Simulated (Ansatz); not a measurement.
CH$_{7}$GeNO$_{2}$

The calculation's input:

```
crystal:
  periodic: [false, false, false]
  atoms:
    - { symbol: "N", position_ang: [-1.7084, -0.6971, 1.1665] }
    - { symbol: Ge, position_ang: [-0.1983, -0.8159, 0.1495] }
    - { symbol: O, position_ang: [1.0922, -1.4179, 1.1811] }
    - { symbol: C, position_ang: [0.367, 0.937, -0.5736] }
    - { symbol: O, position_ang: [1.4563, 0.7907, -1.3558] }
    - { symbol: H, position_ang: [-1.5694, 0.0824, 1.8876] }
    - { symbol: H, position_ang: [-2.4553, -0.2488, 0.5232] }
    - { symbol: H, position_ang: [-0.3925, -1.789, -1.0225] }
    - { symbol: H, position_ang: [1.8907, -1.5416, 0.62] }
    - { symbol: H, position_ang: [0.4698, 1.629, 0.298] }
    - { symbol: H, position_ang: [-0.5534, 1.3005, -1.1787] }
    - { symbol: H, position_ang: [1.6782, 1.7154, -1.6613] }
basis:
  gaussian: { orbitals: def2-SVP }
hamiltonian:
  xc: pbe
  dispersion: d4
relax:
  f_tol: 0.02
  max_steps: 50
output:
  orbitals: {}
```

Launched as:

```sh
ansatz run input.yaml --threads 2 --pin off --max-ram 3072MiB --backend cpu --events-out ev --progress --plain --runs-dir out
```

The fields are those of the relaxed geometry.

Computed with Ansatz 0.2.0, RKS PBE-D4/def2-SVP.

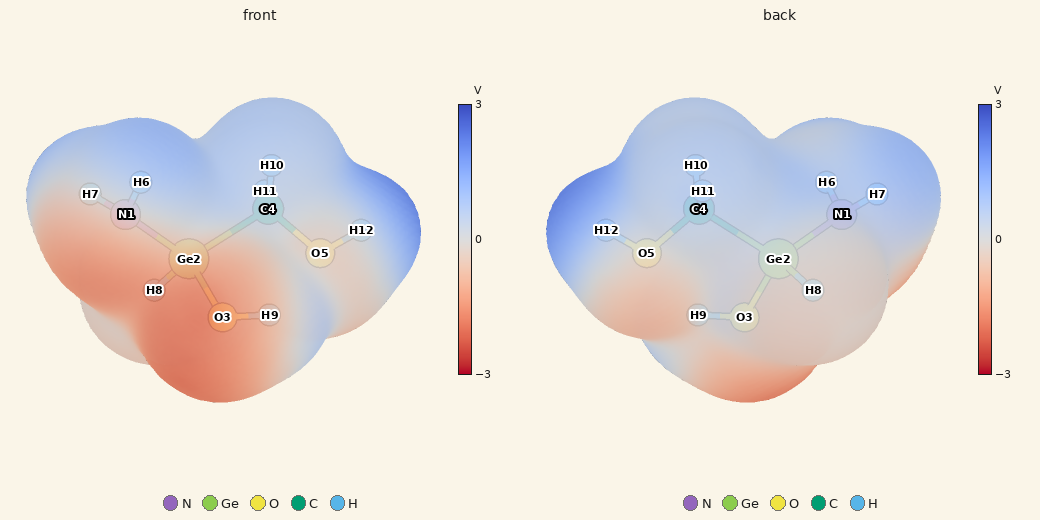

Figure 1. The electrostatic potential painted on the density surface at 0.001 e/bohr³, seen from the front and from behind; red is negative and blue positive.

Describe the electrostatic potential map.

Answer. The most negative region (about −1.9 V) lies over O3, the most positive (about +2.0 V) over H12. O3 is the likeliest acceptor of a hydrogen bond.

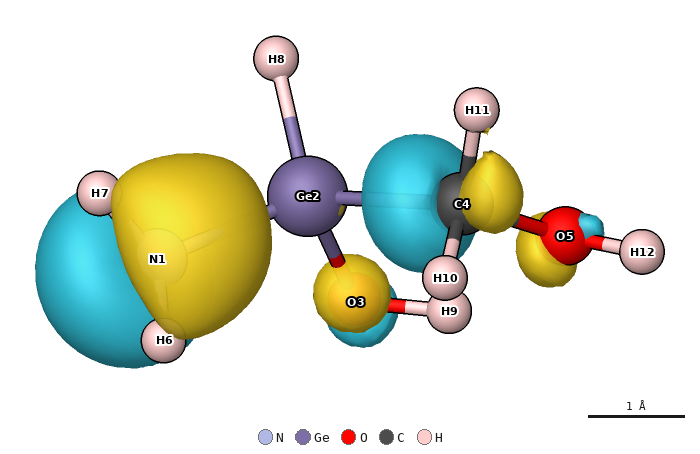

Figure 2. The HOMO at ±0.15 Å⁻³ᐟ² (yellow and cyan are the two phases), seen from one side.

Describe this orbital and give its energy.

Answer. By Hirshfeld shares it lies mainly on N1 (about 60 %), Ge2 (about 10 %) and C4 (about 10 %). Its energy is −5.49 eV.

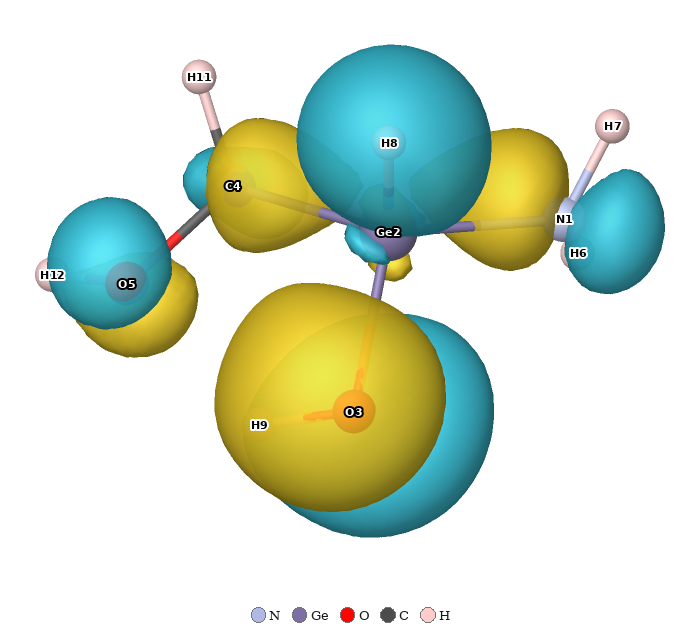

Figure 3. The HOMO−1 at ±0.08 Å⁻³ᐟ² (yellow and cyan are the two phases), seen at an oblique angle.

Describe this orbital and give its energy.

Answer. It lies mainly on O3 (about 65 %), Ge2 (about 10 %) and H8 (about 5 %); largely a lone pair of O3. Its energy is −6.03 eV.
